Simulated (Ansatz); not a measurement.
Amorphous Si₃₀N₃₆C₃

The cell was made by melting and quenching with the CHGNet potential and then relaxed with DFT. N atoms were pushed apart under 1.9 Å during the dynamics, to hinder bonds among them. The hot cell started wider than the set density and was brought back towards it in steps. It is the lowest in DFT energy of 2 quenches. It is a model cell: composition and starting density were chosen by hand, and all elements were melted together. No dispersion term was used.

Methods: PBE, scalar-relativistic without spin-orbit coupling (Ansatz, a program for electronic structure); r2SCAN, scalar-relativistic without spin-orbit coupling (Ansatz); HSE06, scalar-relativistic without spin-orbit coupling (Ansatz). Geometry, pressure, stress and energy are those of the PBE run. Its sampling: a 2×2×2 Γ-centred mesh; Fermi-Dirac width 0.02 eV; no spin polarisation. Other functionals are single points at the zone centre (r2SCAN at 500 eV; exact exchange cut at the cell's faces), free to take moments where seeds were set. At PBE the levels at the filled edge of the gap are localised (band-tail or defect states), and the nearest spread-out levels lie 2.4 eV apart at the zone centre.

- Number of atoms in the cell = 69
- Density (held, not predicted) = 2.98 g/cm^3
- Volume per atom = 11.17 Å^3
- Pressure on a 2×2×2 Γ-centred mesh = 3.61 GPa
- Largest force and stress component on that mesh (the relaxation ran on the zone centre alone) = 0.19 eV/Å and 3.9 GPa
- Energy relative to beta Si3N4 + 6H silicon carbide (lowest mix at this level among the phases computed, not always the ambient ones) = 48.4 kJ/mol-atom
- Level gap on a 2×2×2 Γ-centred mesh (PBE) = 0.54 eV
- Level gap at the zone centre (PBE) = 0.69 eV
- Level gap at the zone centre (r2SCAN) = 0.93 eV
- Level gap at the zone centre (HSE06) = 1.42 eV

Bonds are counted up to Si-Si 2.60 Å, Si-N 2.24 Å, Si-C 2.19 Å, N-N 1.70 Å, N-C 1.76 Å, C-C 1.78 Å. Two cations that share two anions don't count as bonded, nor two that share one unless they lie closer than Si-Si 2.38 Å, Si-C 2.00 Å, C-C 1.63 Å.

```yaml
Mean coordination of Si: 3.97 (1 with 3, 29 with 4)
Mean coordination of N: 3.00 (3 with 2, 30 with 3, 3 with 4)
Mean coordination of C: 3.00 (3 with 3)
Mean Si-N bond: 1.771 Å (spread 0.074 Å, 104 counted)
Mean Si-Si bond: 2.348 Å (spread 0.054 Å, 5 counted)
```

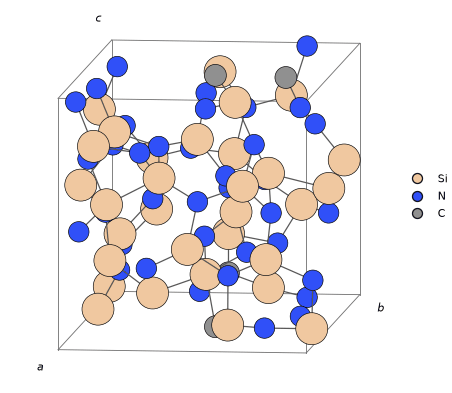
*The relaxed cell*

Its density started from a set value of 2.98 g/cm³. The quench (nominally 450 K/ps over its main leg) was far faster than any real one, so the model tends to hold more defects than a real film. One small periodic cell is one sample of the glass; other quenches scatter about these values. The volume was held where the preparation left it and the shape relaxed, at a PBE pressure of 3.6 GPa. Stress components on the final sampling reach 3.9 GPa. On a 2×2×2 Γ-centred mesh force components of up to 0.19 eV/Å stay, since the relaxation ran on the zone centre alone.
